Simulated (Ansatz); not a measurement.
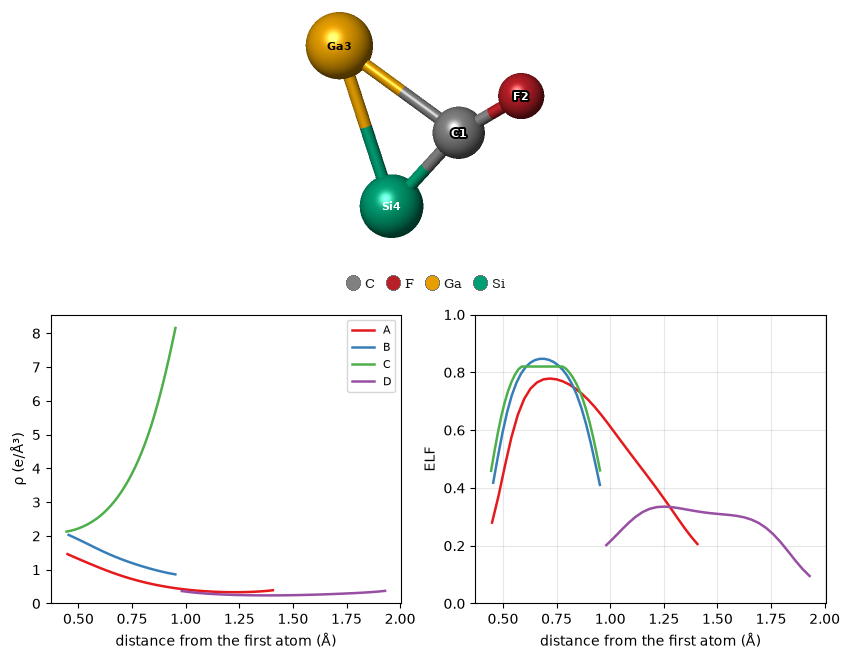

Figure. CFGaSi (charge +1, doublet). Total electron density and ELF along straight lines between neighbouring atoms. The curves leave out the atomic cores. The structure is drawn too.

Geometry: B3LYP-D3(BJ)/def2-SVP.

Theory: isolated molecule in a Gaussian basis; Kohn-Sham density functional theory, functional PBE0 in Ansatz 0.2.0.

Which curve belongs to which contact (C–F, C–Ga, C–Si and Ga–Si)? The first atom named is at distance zero.

Curve A: C–Ga (2.39 Å): ρ at the midpoint is about 0.34 e/Å³; the ELF peaks at about 0.80 in the valence shell of C, 0.7 Å from its nucleus, and is about 0.40 at the midpoint. Curve B: C–Si (1.73 Å): ρ is about 0.98 e/Å³ halfway; the ELF peaks at about 0.85 between the atoms, as expected for a covalent bond. Curve C: C–F (1.27 Å): ρ at the midpoint is about 2.8 e/Å³; the ELF peaks at about 0.80 between the atoms; a polar covalent bond. Curve D: Ga–Si (2.71 Å): ρ at the midpoint is about 0.24 e/Å³; the ELF is about 0.35 at the midpoint.
